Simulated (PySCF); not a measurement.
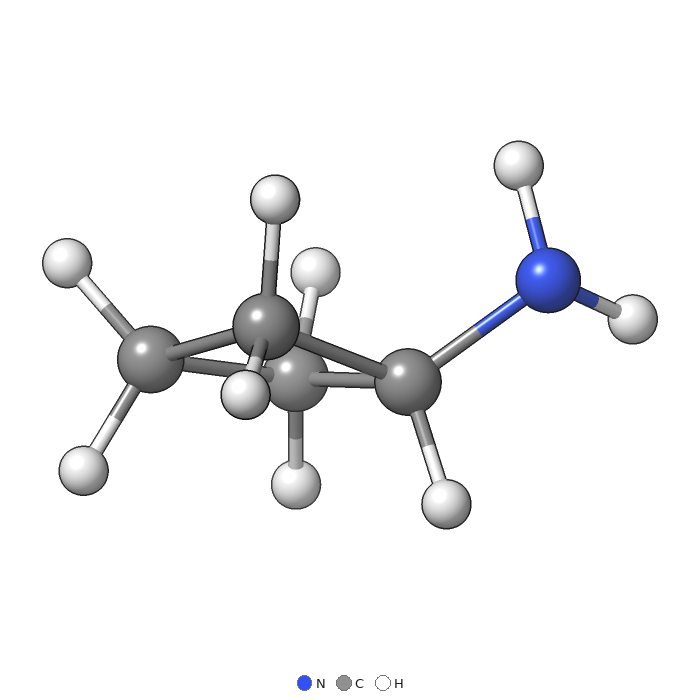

Ball-and-stick drawing of a structure.

The computed structure is the end point of a GFN2-xTB optimisation. No frequency run is at hand to confirm it as a minimum.

Description:

It has 14 atoms: 4 carbon, 9 hydrogen and 1 nitrogen (C₄H₉N). Its SMILES string is `NC1CCC1`. Independent rings (smallest set): 1 of 4 members. Among its groups: primary amine. Coordination, clear cases only: 1 N trigonal pyramidal.

The parts below concern this one geometry. Atoms keep their numbers from picture to picture.

## Electronic properties

No frequency run is at hand to confirm it as a minimum. Method: PBE0/def2-SVPD, gas phase (PySCF 2.14.0). Excitations: vertical, linear response.

What does the calculation give?

- dipole moment: 1.18 D
- HOMO energy (Kohn–Sham orbital): −6.66 eV
- LUMO energy (Kohn–Sham orbital): 0.81 eV
- HOMO–LUMO gap: 7.47 eV
- mean static polarisability: 55.4 bohr³
- lowest vertical singlet excitation: 6.16 eV
- its oscillator strength: 0.032

## NMR shielding

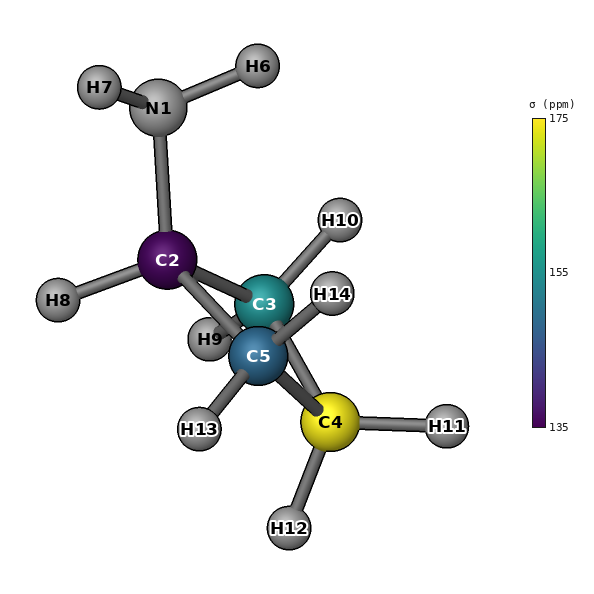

Atoms are coloured by their isotropic NMR shieldings (C only, the others grey). No frequency run is at hand to confirm it as a minimum. Properties computed with GIAO PBE0/pcSseg-1 NMR shielding, non-relativistic, gas phase (PySCF 2.14.0).

List the isotropic NMR shieldings of the C atoms.

```csv
atom,σ (ppm)
C2,135.9
C3,154.5
C4,174.1
C5,148.6
```

## Ring current

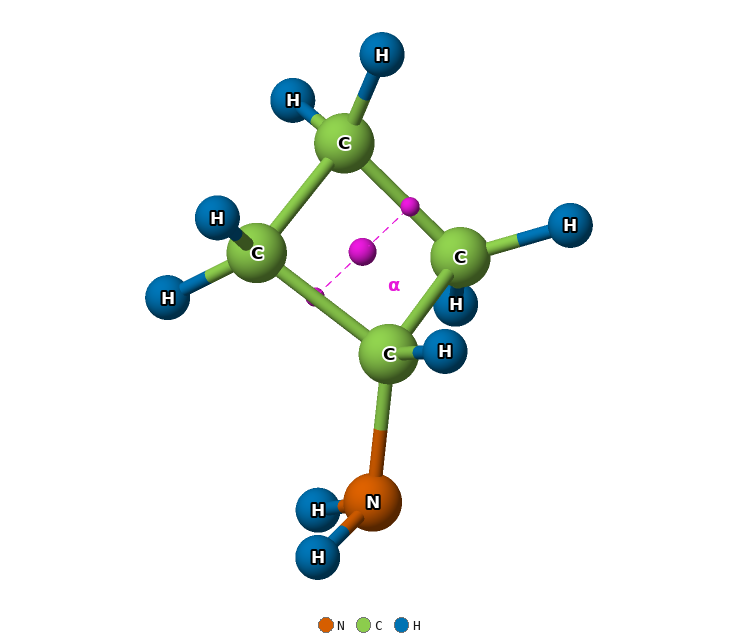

The small points mark where nucleus-independent chemical shifts (NICS) were computed: at the centre of each lettered ring and 1 Å above and below it. No frequency run is at hand to confirm it as a minimum. Method: GIAO PBE0/pcSseg-1 NMR shielding, non-relativistic, gas phase (PySCF 2.14.0).

Give NICS(0), NICS(1) and the out-of-plane component NICS(1)zz for each ring (means of the two sides).

```
ring  members  NICS(0)  NICS(1)  NICS(1)zz
   α       C4     −0.5     −0.9        2.9
```

Values in ppm.
